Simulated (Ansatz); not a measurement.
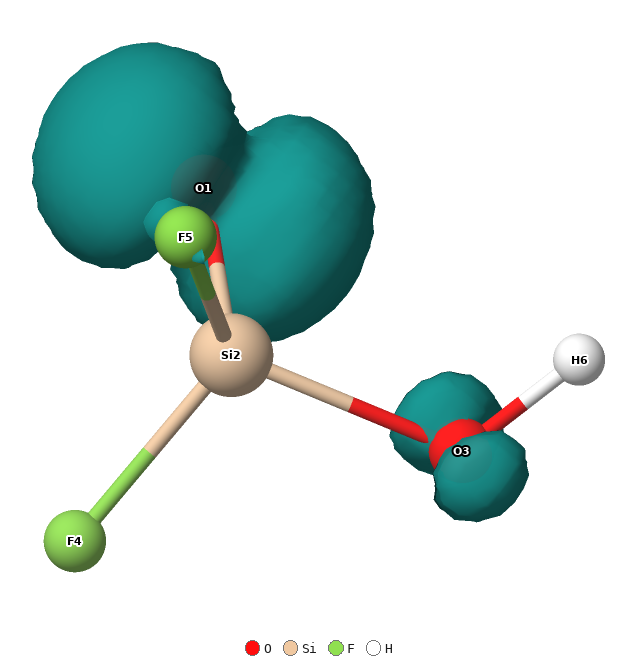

F$_{2}$HO$_{2}$Si (doublet). Isosurface of the spin density at +0.05 e/Å³ (teal), seen at a tilt.

Geometry: PBE0-D4/def2-TZVP.

Computed with UKS PBE0-D4/def2-TZVPP (Ansatz 0.2.0).

```yaml
atoms:
  - { symbol: O, position_ang: [0.4937, -1.2655, -1.0689] }
  - { symbol: Si, position_ang: [-0.2232, 0.0075, -0.3029] }
  - { symbol: O, position_ang: [0.2069, -0.0622, 1.2466] }
  - { symbol: F, position_ang: [-1.7897, -0.0432, -0.3547] }
  - { symbol: F, position_ang: [0.2182, 1.3231, -1.0459] }
  - { symbol: H, position_ang: [1.1361, -0.0239, 1.4796] }
```

Which atoms carry the spin?

Answer. The unpaired spin (1 electron) lies mostly on O1 (about 0.9), in electrons by Hirshfeld's partition.
